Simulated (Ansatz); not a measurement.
## Run report: SiN$_{2}$H$_{6}$O$_{2}$, geometry relaxation (part 1 of 2)

- system: SiN$_{2}$H$_{6}$O$_{2}$
- method: RKS PBE-D4/STO-3G (Ansatz 0.2.0)

It belongs to a series of runs on one base structure; here: start relaxed. Figures and captions count atoms from 1; the log counts them from 0 in places.

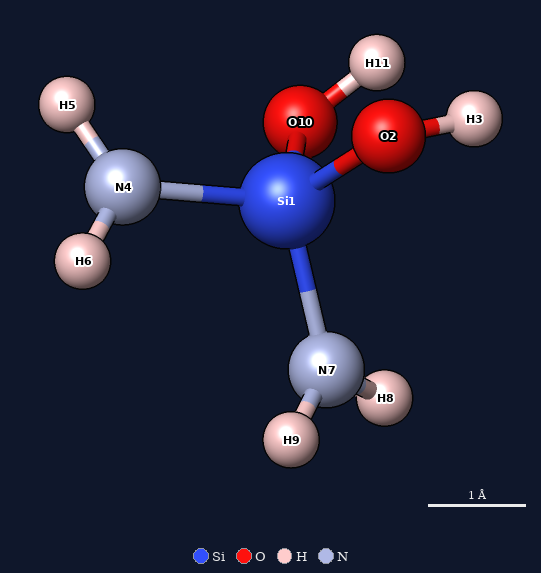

**Figure 1.** The starting structure (ball-and-stick view, seen at a tilt; atoms are numbered from 1 in the order of the input). Bond lengths as drawn: H–N 1.06 Å, H–O 1.01 Å, N–Si 1.82 Å and O–Si 1.68 Å.

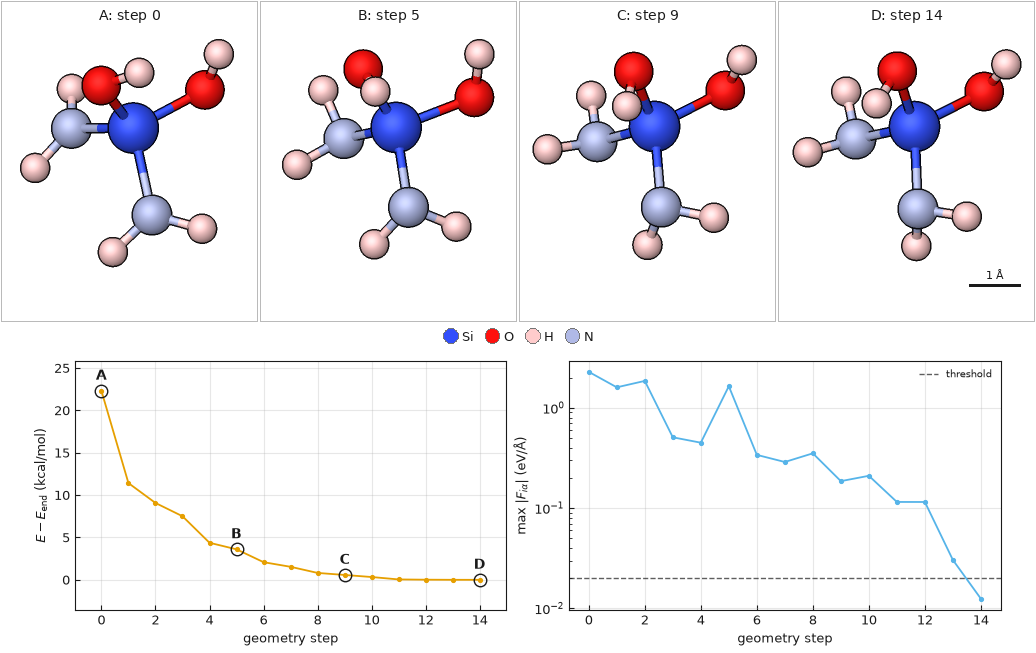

**Figure 2.** Frames of the relaxation (ball-and-stick view, seen at a tilt) above the curves, on which the letters mark them (the first geometry is step 0 here and step 1 in the log).

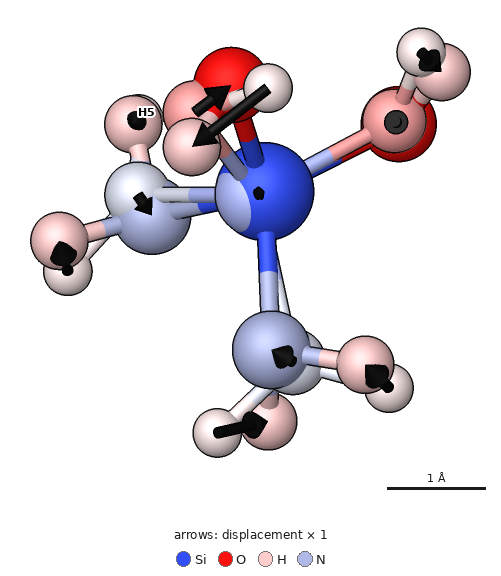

**Figure 3.** Start (faint) and end (solid) with the displacements as black arrows, at true length (ball-and-stick view, seen at a tilt). The two geometries are laid on each other by the best rigid fit. The largest move after the best rigid fit is that of H3, 0.98 Å. By element the largest moves are H 0.98 Å, O 0.47 Å, N 0.34 Å, Si 0.10 Å. Distances before and after: Si1–O2 1.680 → 1.726 Å, Si1–O10 1.679 → 1.721 Å, Si1–N4 1.820 → 1.785 Å, Si1–N7 1.819 → 1.793 Å. Among the angles that change: H5–N4–H6 120.0° → 102.9°, N7–Si1–O10 109.5° → 121.8°, O2–Si1–N4 109.5° → 121.5°. Over 14 geometry steps the energy falls by 22.3 kcal/mol. The largest force component goes from 2.3 to 0.012 eV/Å. (Atoms are counted from 1 in the order of the input.)

The input and output of the run follow.

The input
```yaml
crystal:
  periodic: [false, false, false]
  atoms:
    - { symbol: Si, position_ang: [0.0, 0.0, 0.0] }
    - { symbol: O, position_ang: [0.0, 0.0, 1.68] }
    - { symbol: H, position_ang: [-0.9095, -0.2814, 2.0171] }
    - { symbol: "N", position_ang: [1.7163, 0.0, -0.6061] }
    - { symbol: H, position_ang: [2.2145, -0.918, -0.7868] }
    - { symbol: H, position_ang: [2.2175, 0.918, -0.7783] }
    - { symbol: "N", position_ang: [-0.8572, 1.4851, -0.6061] }
    - { symbol: H, position_ang: [-1.8773, 1.43, -0.8888] }
    - { symbol: H, position_ang: [-0.3367, 2.4058, -0.6766] }
    - { symbol: O, position_ang: [-0.7913, -1.3709, -0.5594] }
    - { symbol: H, position_ang: [-1.2459, -1.8365, 0.2129] }
basis:
  gaussian: { orbitals: STO-3G }
hamiltonian:
  xc: pbe
  dispersion: d4
relax:
  f_tol: 0.02
  max_steps: 40
```

Launched with:
```bash
ansatz run input.yaml --threads 1 --pin off --max-ram 2048MiB --backend cpu --events-out ev --progress --plain --runs-dir out
```

The program's output
```
The last accepted step is kept in [file] (removed where the run ends without a failure and the disk answers)
Engine: ansatz 0.2.0, aarch64-unknown-linux-gnu
Functional definition: PBE
  parameter kappa = 0.804
  parameter beta = 0.06672455060314922
  exchange = pbe_x(kappa = kappa, mu = beta*pi^2/3)
  correlation = pbe_c(beta = beta)
494 factors; integrals over basis functions are off by at most 9.7e-6 eV
mean field evaluation 1: about -14843.9053 eV, gradient 4.1e1 eV
mean field evaluation 2: about -14841.5261 eV, gradient 4.9e1 eV
mean field evaluation 4: about -14849.0362 eV, gradient 2.0e0 eV
mean field evaluation 8: about -14848.9647 eV, gradient 8.1e-2 eV
mean field -14848.96467736 eV, -545.6893869032 hartree, gradient 2.5e-5 eV, S^2 0.000000; 0 other end points of the search recorded, 0 dependent functions left out
the calculation of the forces begins
reference -14848.96470407 eV, -545.6893878849 hartree; 25, 25 occupied and 10, 10 virtual orbitals, 494 factors
relax step   1: F+E_penalty+E_count = -14849.18494075 eV  Δ(F+E_penalty+E_count) = +0.000e0 eV  max|allowed force component| = 2.288e0 eV/Å  Δτ_max = 0.0000 Å  (23 SCF iters, accepted)
these checks for a lower state are left out or cut short: starts, cluster_reference, orbital_swaps, neighbouring_geometries, increment
494 factors; integrals over basis functions are off by at most 1.2e-5 eV
mean field evaluation 16: about -14849.3066 eV, gradient 5.4e0 eV
mean field -14849.43463663 eV, -545.7066575877 hartree, gradient 1.2e-5 eV, S^2 0.000000; 0 other end points of the search recorded, 0 dependent functions left out
[... from here on the field's lines of each further geometry are left out, up to the last ...]
relax step   2: F+E_penalty+E_count = -14849.65757581 eV  Δ(F+E_penalty+E_count) = -4.726e-1 eV  max|allowed force component| = 1.604e0 eV/Å  Δτ_max = 0.0971 Å  (26 SCF iters, accepted)
relax step   3: F+E_penalty+E_count = -14849.75933115 eV  Δ(F+E_penalty+E_count) = -1.018e-1 eV  max|allowed force component| = 1.858e0 eV/Å  Δτ_max = 0.1862 Å  (31 SCF iters, accepted)
relax step   4: F+E_penalty+E_count = -14849.82734384 eV  Δ(F+E_penalty+E_count) = -6.801e-2 eV  max|allowed force component| = 5.090e-1 eV/Å  Δτ_max = 0.2000 Å  (30 SCF iters, accepted)
relax step   5: F+E_penalty+E_count = -14849.96320329 eV  Δ(F+E_penalty+E_count) = -1.359e-1 eV  max|allowed force component| = 4.496e-1 eV/Å  Δτ_max = 0.2000 Å  (30 SCF iters, accepted)
relax step   6: F+E_penalty+E_count = -14849.99678985 eV  Δ(F+E_penalty+E_count) = -3.359e-2 eV  max|allowed force component| = 1.644e0 eV/Å  Δτ_max = 0.1944 Å  (30 SCF iters, accepted)
relax step   7: F+E_penalty+E_count = -14850.06255948 eV  Δ(F+E_penalty+E_count) = -6.577e-2 eV  max|allowed force component| = 3.399e-1 eV/Å  Δτ_max = 0.0486 Å  (25 SCF iters, accepted)
relax step   8: F+E_penalty+E_count = -14850.08622963 eV  Δ(F+E_penalty+E_count) = -2.367e-2 eV  max|allowed force component| = 2.886e-1 eV/Å  Δτ_max = 0.2000 Å  (26 SCF iters, accepted)
relax step   9: F+E_penalty+E_count = -14850.11760814 eV  Δ(F+E_penalty+E_count) = -3.138e-2 eV  max|allowed force component| = 3.521e-1 eV/Å  Δτ_max = 0.1997 Å  (30 SCF iters, accepted)
relax step  10: F+E_penalty+E_count = -14850.12800153 eV  Δ(F+E_penalty+E_count) = -1.039e-2 eV  max|allowed force component| = 1.859e-1 eV/Å  Δτ_max = 0.1998 Å  (26 SCF iters, accepted)
relax step  11: F+E_penalty+E_count = -14850.13860338 eV  Δ(F+E_penalty+E_count) = -1.060e-2 eV  max|allowed force component| = 2.102e-1 eV/Å  Δτ_max = 0.0856 Å  (25 SCF iters, accepted)
relax step  12: F+E_penalty+E_count = -14850.15092208 eV  Δ(F+E_penalty+E_count) = -1.232e-2 eV  max|allowed force component| = 1.153e-1 eV/Å  Δτ_max = 0.1999 Å  (25 SCF iters, accepted)
relax step  13: F+E_penalty+E_count = -14850.15224737 eV  Δ(F+E_penalty+E_count) = -1.325e-3 eV  max|allowed force component| = 1.152e-1 eV/Å  Δτ_max = 0.0418 Å  (25 SCF iters, accepted)
relax step  14: F+E_penalty+E_count = -14850.15281422 eV  Δ(F+E_penalty+E_count) = -5.668e-4 eV  max|allowed force component| = 3.042e-2 eV/Å  Δτ_max = 0.0292 Å  (25 SCF iters, accepted)
the calculation of the forces begins
reference -14849.93069330 eV, -545.7248873341 hartree; 25, 25 occupied and 10, 10 virtual orbitals, 497 factors
relax step  15: F+E_penalty+E_count = -14850.15294212 eV  Δ(F+E_penalty+E_count) = -1.279e-4 eV  max|allowed force component| = 1.248e-2 eV/Å  Δτ_max = 0.0074 Å  (22 SCF iters, accepted)
497 factors; integrals over basis functions are off by at most 2.9e-5 eV
mean field evaluation 128: about -14849.9307 eV, gradient 4.0e-2 eV
mean field -14849.93066897 eV, -545.7248864400 hartree, gradient 1.1e-5 eV, S^2 0.000000; 1 other end points of the search recorded, 0 dependent functions left out
the calculation of the forces begins
reference -14849.93069330 eV, -545.7248873341 hartree; 25, 25 occupied and 10, 10 virtual orbitals, 497 factors
Total energy: -14850.15296645 eV, -545.7330557218 hartree
Atom 0 at    -0.035890    -0.076113    -0.058763 Å, force     0.001827    -0.012484    -0.006681 eV/Å
Atom 1 at    -0.225556    -0.412952     1.623712 Å, force    -0.000220     0.006101     0.004237 eV/Å
Atom 2 at    -0.369288     0.533119     2.014090 Å, force     0.000332    -0.003946     0.003305 eV/Å
Atom 3 at     1.578425     0.123559    -0.792792 Å, force     0.002062    -0.001147     0.001416 eV/Å
Atom 4 at     2.148078    -0.754998    -0.621531 Å, force    -0.000754     0.002521    -0.000499 eV/Å
Atom 5 at     2.114345     0.861921    -0.250325 Å, force    -0.001026     0.001124    -0.001196 eV/Å
Atom 6 at    -0.781280     1.538232    -0.290312 Å, force    -0.003328     0.005945    -0.000172 eV/Å
Atom 7 at    -1.832560     1.432831    -0.395704 Å, force    -0.001313     0.001615     0.000016 eV/Å
Atom 8 at    -0.488352     1.902697    -1.243120 Å, force     0.002693    -0.000836    -0.000377 eV/Å
Atom 9 at    -0.653830    -1.479515    -0.839907 Å, force     0.000881     0.001733    -0.000307 eV/Å
Atom 10 at    -1.323691    -1.836681    -0.137449 Å, force    -0.001154    -0.000626     0.000258 eV/Å
Dipole moment:    -0.123914     0.066515     0.190514 e Å
```

Trajectory as extended XYZ (Å, eV, eV/Å), 15 frames, from step=1 to step=15
```
11
Properties=species:S:1:pos:R:3:forces:R:3 step=1 energy=-14849.18494
Si    0.0000    0.0000    0.0000    1.1515   2.2883  -1.8102
O     0.0000    0.0000    1.6800    1.4940   0.1339   1.1741
H    -0.9095   -0.2814    2.0171   -0.9505  -0.1088  -0.0274
N     1.7163    0.0000   -0.6061   -2.2867   0.2026   0.8659
H     2.2145   -0.9180   -0.7868   -0.1292   1.2818   0.0928
H     2.2175    0.9180   -0.7783   -0.0711  -1.2946  -0.0248
N    -0.8572    1.4851   -0.6061    1.1223  -1.6678   0.5774
H    -1.8773    1.4300   -0.8888    1.1178   0.6296   0.1204
H    -0.3367    2.4058   -0.6766   -1.0851  -0.6854  -0.1953
O    -0.7913   -1.3709   -0.5594   -0.1253  -0.6166  -1.6585
H    -1.2459   -1.8365    0.2129   -0.2377  -0.1630   0.8854
11
Properties=species:S:1:pos:R:3:forces:R:3 step=2 energy=-14849.65758
Si   -0.0160   -0.0110    0.0160    0.7787   1.6038  -1.1394
O     0.0606   -0.0638    1.7132    0.1747  -0.2461   0.8429
H    -0.9058   -0.2167    2.0484    0.0125   0.1557  -0.1979
N     1.6328    0.0319   -0.5878   -1.2349  -0.1123   0.5340
H     2.1701   -0.8396   -0.7619    0.1364   0.3200   0.0127
H     2.1351    0.9172   -0.7937    0.0842  -0.2932  -0.0663
N    -0.8089    1.4533   -0.5777    0.2956  -1.0598   0.4937
H    -1.7898    1.4457   -0.9280    0.3056   0.2212  -0.0020
H    -0.3086    2.3561   -0.7051   -0.2529  -0.1124  -0.1066
O    -0.8105   -1.3739   -0.6059   -0.3191  -0.4933  -0.6841
H    -1.2286   -1.8671    0.1904    0.0192   0.0164   0.3131
11
Properties=species:S:1:pos:R:3:forces:R:3 step=3 energy=-14849.75933
Si   -0.0111   -0.0047   -0.0038   -0.0336  -0.1792   0.1128
O     0.1118   -0.1659    1.7133   -1.8580   0.0792   0.5684
H    -0.9151   -0.0322    2.0252    1.6758  -0.1550  -0.4604
N     1.5901    0.0281   -0.5807    0.4029  -0.0890  -0.2436
H     2.1728   -0.8187   -0.6947    0.0410  -0.0208   0.0481
H     2.1106    0.8880   -0.8124    0.0849   0.1531  -0.0533
N    -0.8160    1.4257   -0.5006   -0.2372   0.4025   0.0591
H    -1.7678    1.4275   -0.9070   -0.0695  -0.1112  -0.0654
H    -0.3319    2.3184   -0.7028    0.1096   0.0464  -0.0106
O    -0.8477   -1.3482   -0.6813   -0.2838  -0.3093   0.3011
H    -1.1654   -1.8857    0.1528    0.1679   0.1833  -0.2562
```
